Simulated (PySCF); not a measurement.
# BrF3: singlet, from a T-shaped start

The task is one start of a wider search on BrF3: the singlet, from a T-shaped start. It is relaxed, tested by its Hessian and followed downhill if it is a saddle.

Method: PBE, basis Br def2-TZVP, F def2-TZVP, no relativity, density fitting; program: PySCF 2.14.0.

**1. The starting structure**

4 atoms, charge 0, spin multiplicity 1.

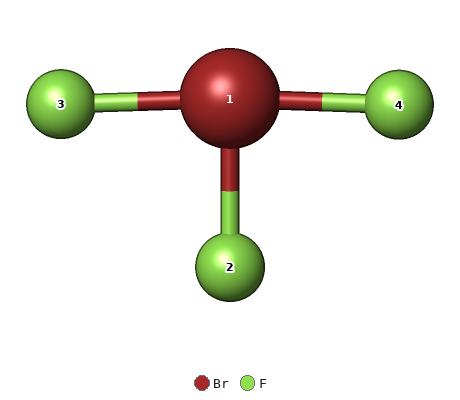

The starting geometry (bromine red, fluorine green); atoms are numbered from 1 in the order of the file.

Coordinates in bohr (charge 0 multiplicity 1):
```
Br    0.0000    0.0000    0.0000
F     0.0000    0.0000    3.3637
F     3.3616    0.0000    0.1174
F    -3.3616    0.0000    0.1174
```

**2. First SCF at the start**

One driver script runs all steps and calls PySCF; scf.py shows how it sets up the SCF of each step. The optimiser is the driver's own. After this first run the driver tries any further starts and a stability analysis.

Input file scf.py:

```python
from pyscf import gto, scf, dft
mol = gto.M(atom='''
Br     0.000000     0.000000     0.000000
F      0.000000     0.000000     1.780000
F      1.778900     0.000000     0.062100
F     -1.778900     0.000000     0.062100''',
    basis={'Br': 'def2-TZVP', 'F': 'def2-TZVP'},
    charge=0, spin=0)
mf = dft.RKS(mol, xc='PBE')
mf.grids.atom_grid = (50, 194)
aux = {'Br': 'def2-universal-JKFIT', 'F': 'def2-universal-JKFIT'}
mf = mf.density_fit(auxbasis=aux)
mf.conv_tol = 1e-08
mf.diis_space = 10
mf.max_cycle = 60
mf.init_guess = 'minao'
mf.verbose = 4
mf.kernel()
```

Command:

```sh
$ OMP_NUM_THREADS=4 python axn.py task.json out
```

Further steps of the session: Relaxation: T-shaped start, singlet; Vibrations and properties at this point.

Q: Predict the outcome of this session. Wanted: minimum; geometry; wavenumbers; dipole moment; highest occupied, lowest empty level; polar-tensor charge of Br1; zero-point energy; atomisation energy.

The runs gave:

```
                                 quantity                                                              value
                                  minimum                                                       singlet, C2v
                                 geometry  Br–F 1.768 Å, Br–F 1.850 Å (×2); F–Br–F 87.3° (×2), F–Br–F 174.7°
                       wavenumbers (cm⁻¹)         203 (a1), 233 (b1), 312 (b2), 516 (a1), 589 (b2), 625 (a1)
                            dipole moment                                                             1.27 D
     highest occupied, lowest empty level                                                    -7.77, -5.33 eV
               polar-tensor charge of Br1                                                            +1.59 e
                        zero-point energy                                                        14.8 kJ/mol
                      entropy at 298.15 K                                                    299.4 J/(mol K)
atomisation energy (no zero-point energy)                                                         766 kJ/mol
```

**Reading.** The T-shaped start keeps its C2v symmetry and ends in a minimum. In the infrared the band at 589 cm⁻¹ (b2, stretch) leads. Only this shape and spin were tried, so other structures or states may lie lower.
